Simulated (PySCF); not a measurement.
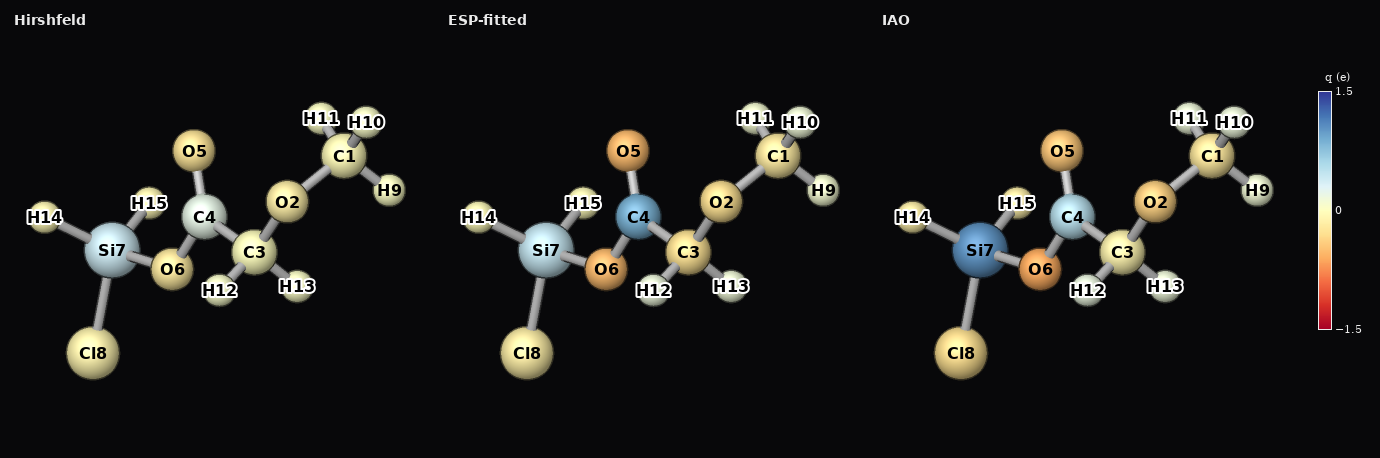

Atomic charges of one calculation by 3 schemes, on one colour scale. Computed geometry: GFN2-xTB optimisation. No frequency run is at hand to confirm it as a minimum. Method: PBE0/pcSseg-1 (PySCF 2.14.0).

Question: Which scheme gives the most polar picture (largest mean size of the charges)?

Answer: The IAO charges are the largest in size here, and the Hirshfeld charges the smallest.

Question: On which atom do the schemes disagree most?

Answer: On C4 (from 0.22 to 0.86 e).

List the charges (e), one line for each set of equivalent atoms.

```tsv
atom	Hirshfeld	ESP-fitted	IAO
C1	−0.04	−0.19	−0.21
O2	−0.14	−0.28	−0.38
C3	0.00	−0.26	−0.10
C4	0.22	0.86	0.52
O5	−0.24	−0.51	−0.44
O6	−0.19	−0.51	−0.60
Si7	0.41	0.46	1.03
Cl8	−0.10	−0.15	−0.29
H9	0.04	0.10	0.12
H10	0.05	0.14	0.16
H11	0.03	0.10	0.14
H12	0.06	0.16	0.18
H13	0.05	0.14	0.14
H14	−0.06	−0.03	−0.13
H15	−0.06	−0.03	−0.13
```

The geometry is semi-empirical. Around Si such bond lengths and angles can be off by a tenth of an ångström or more and by several degrees, and values that hang on the shape move with them.
